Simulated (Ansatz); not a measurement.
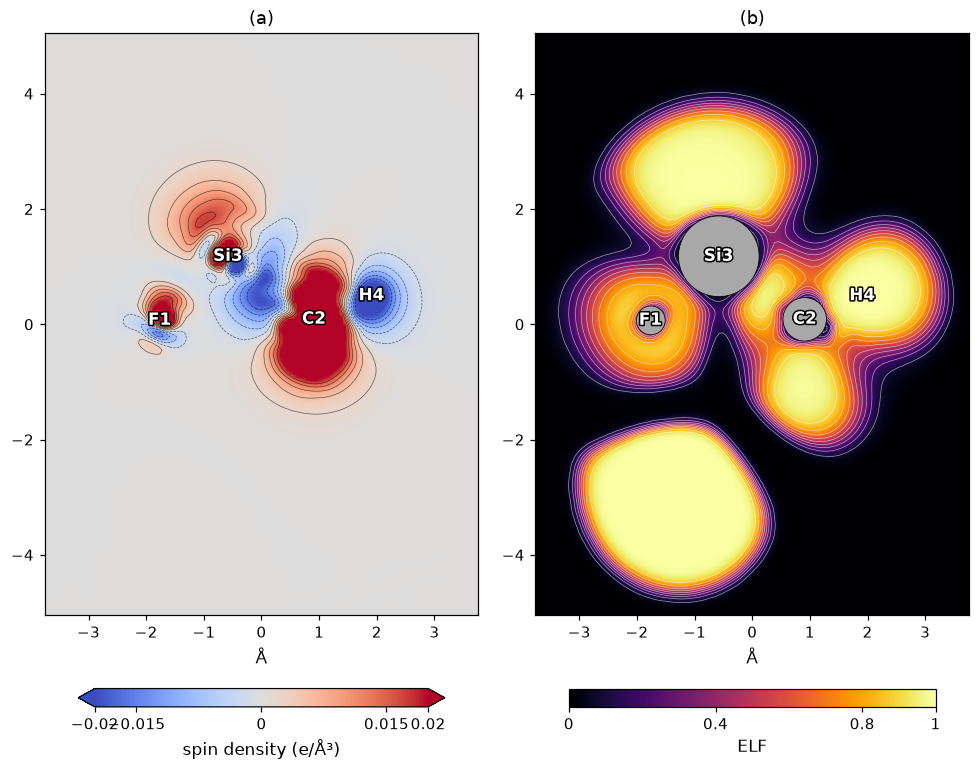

*CH4FSi (doublet). (a) spin density; (b) electron localisation function on the plane of atoms F1, Si3 and C2. Grey discs cover the atomic cores in the ELF map.*

Geometry: PBE0-D4/def2-TZVP; at this geometry the atoms fall into two loosely joined parts.

Method: UKS PBE0-D4/def2-TZVPP in Ansatz.

| atom | x (Å) | y (Å) | z (Å) |
| --- | --- | --- | --- |
| F | 1.7037 | -0.0646 | -0.1005 |
| C | -0.7361 | -0.9141 | -0.7731 |
| Si | 1.0659 | -1.2378 | -1.0197 |
| H | -1.4896 | -1.6119 | -1.1357 |
| H | -1.1361 | 0.0642 | -0.5056 |
| H | -0.1063 | 1.8280 | 1.9799 |
| H | 0.3857 | 1.4504 | 1.5636 |

Question: Describe what can be read from this map.

Answer: The section cuts through F, C, Si and H sites. Si–F (1.62 Å): the ELF peaks at about 0.85 in the valence shell of F, 0.6 Å from its nucleus, and is about 0.50 at the midpoint. C–Si (1.85 Å): the ELF peaks at about 0.95 between the atoms (localised, covalent bonding). C–H (1.09 Å): the ELF climbs to about 1 towards the hydrogen, as it does in any bond to H; an ordinary covalent bond to hydrogen. The ELF also peaks beside F1 and Si3, away from the bonds: non-bonding electrons, paired or unpaired. The unpaired spin (1 electron) lies mostly on C2 (about 0.7) and Si3 (about 0.2), in electrons by Hirshfeld's partition.
